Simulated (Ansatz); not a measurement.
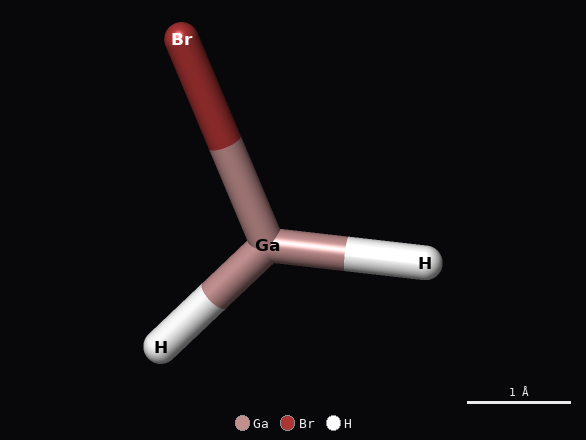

Rendered structure (stick style). Every bond is drawn as one stick, whatever its order.

Which formula does it have?

Answer. BrGaH2, 4 atoms: 1 bromine, 1 gallium and 2 hydrogen.

Write the SMILES.

Answer. [GaH2][Br]

The parts below concern this one geometry. Atoms keep their numbers from picture to picture. Computed geometry: PBE0-D4/def2-TZVP optimisation.

## Dipole moment

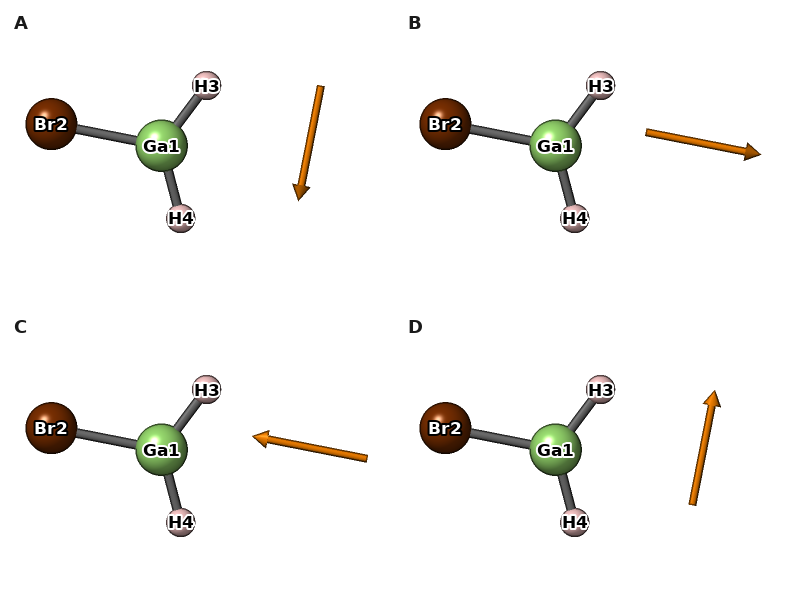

The same molecule four times, each with an arrow. Method: RKS B3LYP-D4/def2-TZVPP (Ansatz 0.2.0).

Which arrow points along the dipole moment, from the negative to the positive end?

Answer. B. The dipole moment is 1.81 D; it points from the side of Br2 to the side of H3, H4 (the outermost atoms at the two ends).

## Electronic properties

Level of theory: RKS ωB97M-V/def2-QZVPP (Ansatz 0.2.0).

What does the calculation give?

- HOMO energy (Kohn–Sham orbital): −10.26 eV
- LUMO energy (Kohn–Sham orbital): −0.31 eV
- HOMO–LUMO gap: 9.95 eV

## Vibrations

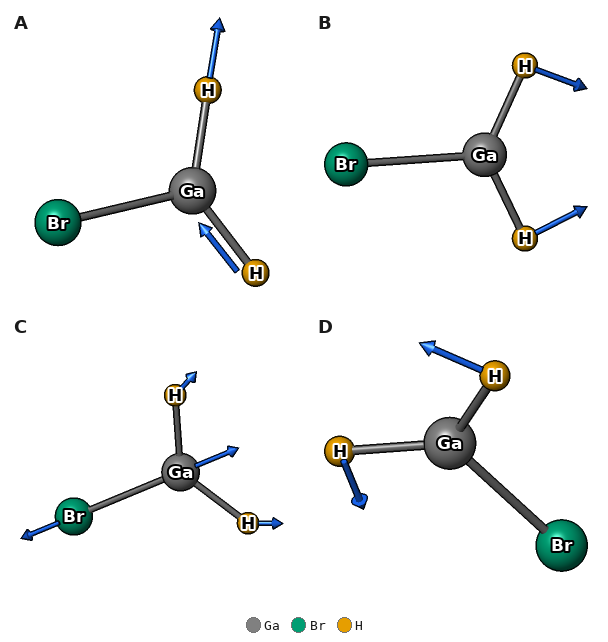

4 normal modes of one molecule or complex, as arrows. Harmonic vibrations computed with RKS PBE0-D4/def2-TZVP (Ansatz 0.2.0) at a stationary point of the same level.

Match the panels to the wavenumbers 304 cm⁻¹, 480 cm⁻¹, 727 cm⁻¹, 2028 cm⁻¹.

Answer. A: 2028 cm⁻¹, out-of-phase stretching of 2 Ga–H bonds
B: 727 cm⁻¹, angle bending
C: 304 cm⁻¹, Ga–Br stretching
D: 480 cm⁻¹, Br–Ga–H bending

## Charges

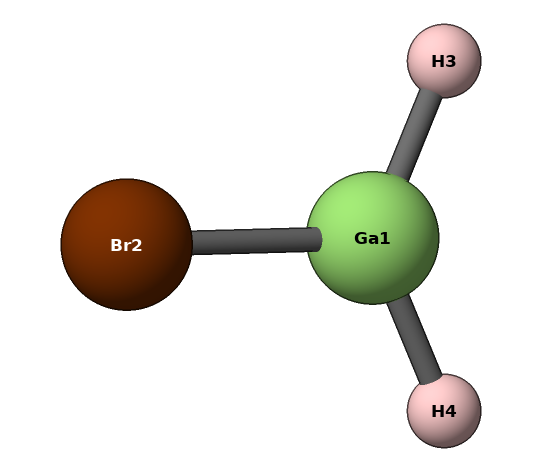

The questions are on Mulliken charges. Properties computed with RKS PBE0-D4/def2-TZVP (Ansatz 0.2.0).

List the Mulliken charges.

| atom | value (e) |
| --- | --- |
| Ga1 | 0.39 |
| Br2 | −0.29 |
| H3 | −0.05 |
| H4 | −0.05 |

Mulliken values depend strongly on the basis set and can even reverse the polarity of a bond.
